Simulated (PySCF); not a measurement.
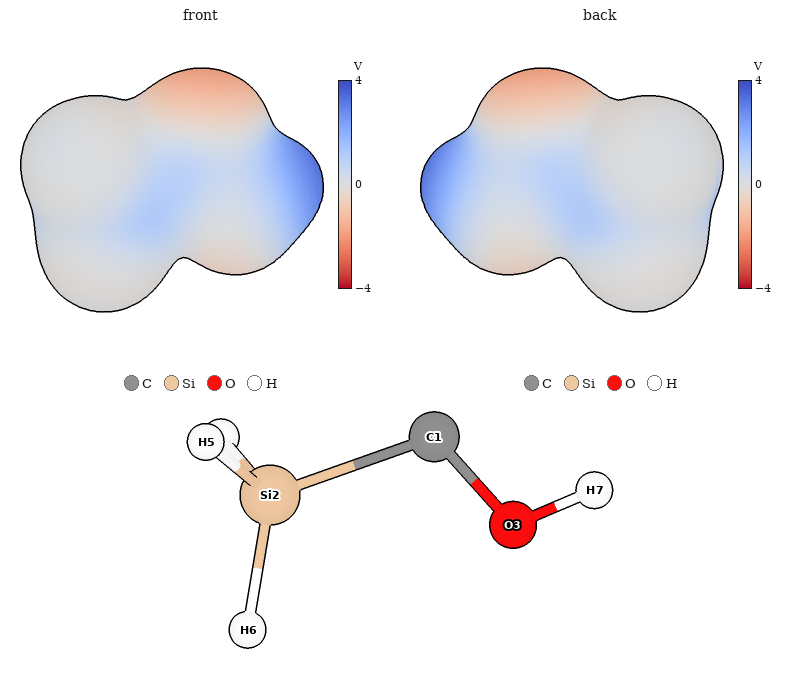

*CH$_{4}$OSi (SMILES O[C][SiH3]). The molecular electrostatic potential painted on the density surface at 0.002 e/bohr³, seen from the front and from behind; red is negative and blue positive. The bare structure is drawn below in the same view.*

Geometry: PBE0-D3(BJ)/def2-SVP.

Computed with PBE0/pcSseg-2, SCF density, gas phase, non-relativistic (PySCF).

The calculation's input:

```
{"job": {"kind": "nmr", "xc": "PBE0", "basis": "pcSseg-2"}, "charge": 0, "multiplicity": 1}
C      0.932824     0.113073    -0.531170
Si    -0.931100     0.032037    -0.069415
O      1.705491    -0.167088     0.476640
H     -1.521502    -0.958575    -1.021157
H     -1.468361     1.387502    -0.400612
H     -1.319287    -0.330445     1.335830
H      2.632879    -0.110593     0.187316
```

Launched as:

```sh
OMP_NUM_THREADS=1 python cluster_run.py task.json out
```

> Where is the surface potential most negative and most positive?

The most negative region (about −1.8 V) lies over C1, the most positive (about +3.1 V) over H7.
